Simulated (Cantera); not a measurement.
Input: 1 mol V, a varied amount of H2O, 76 mol N2, at 2075 °C and 10.0 mbar.

These are equilibrium values from Cantera (NASA tables, ideal gas, pure condensed phases), not measurements of a reactor. Candidate condensed phases: H2O, V, VN, VO, V2O3, V2O4, V2O5; 28 gas species. Rates play no part.

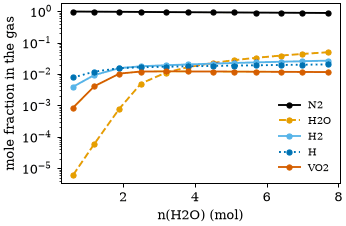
Equilibrium gas composition (values under 1e-9 drawn at 1e-9)

Problem. Read off the mole fractions at 1.2 mol H2O.

Solution. N2 about 0.97, H about 0.012, H2 about 0.0092, VO2 about 0.0041, H2O about 6.0e-5.
